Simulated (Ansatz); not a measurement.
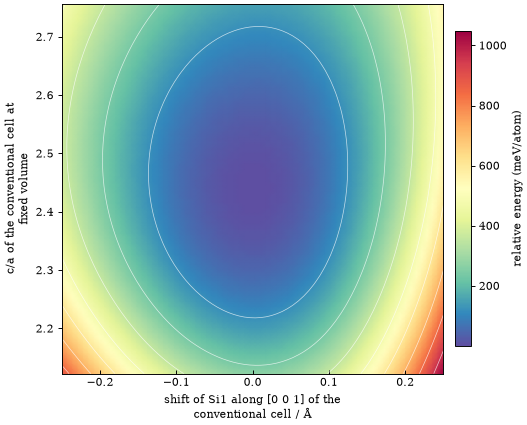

Si₂W (I4/mmm, No. 139; 3 atoms in the cell). The energy is mapped over a free internal coordinate and the cell. The first coordinate is: shift of Si1 along [0 0 1] of the conventional cell, Cartesian (0 0 1), its symmetry partners moved as symmetry demands (measured in the relaxed cell); the second: c/a of the conventional cell at fixed volume. Nothing is relaxed (all other coordinates fixed). The grid has 7 × 7 points. Points are written as (first, second). Energies: meV/atom, counted from the lowest grid point. This map comes from DFT LDA, scalar-relativistic, plane waves, PAW in Ansatz. Settings: cutoff 420 eV, k-mesh 18×18×18, gaussian smearing 0.15 eV, no spin polarisation.

In the figure: a smooth colour map with a few white contour lines. Between grid points the surface is interpolated.

The lowest grid point is at (0.000 Å, 2.440). It is the only kind of minimum in the scanned range. The highest grid point, (0.250 Å, 2.123), lies 1047 meV/atom above the lowest. Round the minimum the two coordinates are nearly uncoupled.

The level of theory is changed to DFT PBE, scalar-relativistic, plane waves, PAW (Ansatz); with it change the cell, relaxed at the new level (first cell vector 4.548 Å, before 4.492 Å); the new grid has 7 × 7 points.

What does this change do to the map?

Answer. The minimum (interpolated where it lies between grid points) moves from (0.000 Å, 2.440) to (0.000 Å, 2.436). The curvature at the minimum changes by less than a tenth (about 39) eV/Å² along the first coordinate and by less than a tenth (about 12) eV per unit squared along the second coordinate (per cell).

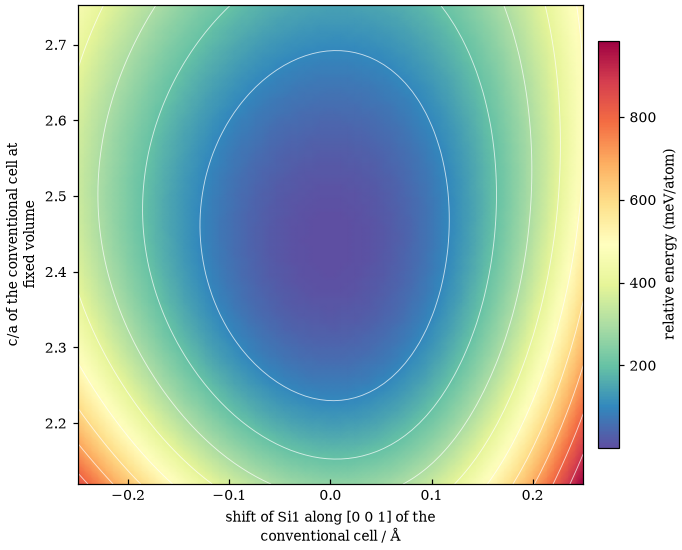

The map after the change, on a colour scale of its own. The picture shows a smooth colour map with a few white contour lines. Between grid points the surface is interpolated.

PAW datasets: the set soft_1.
